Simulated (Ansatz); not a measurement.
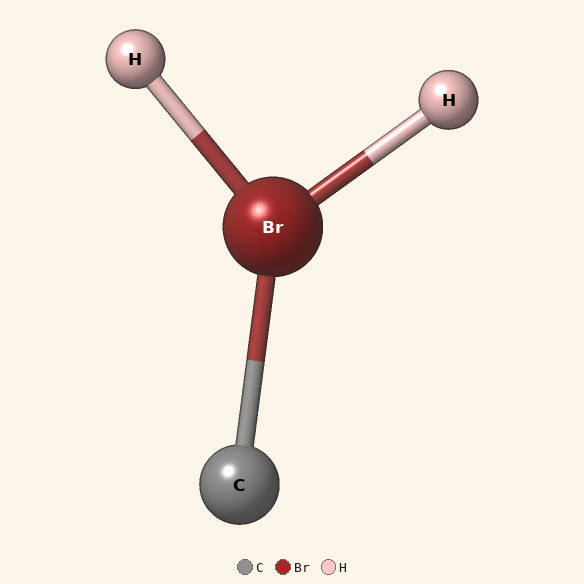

All atoms lie in one plane, which faces the viewer. The species has charge +1 and is a spin singlet. The computed structure is the end point of a PBE0-D4/def2-TZVP optimisation. No frequency run is at hand to confirm it as a minimum.

Question: List the symmetry elements and name the point group.

Answer: It has 1 C2 axis and 2 mirror planes, so the point group is C2v. The group has 4 operations. The geometry is achiral, and symmetry allows a dipole moment.
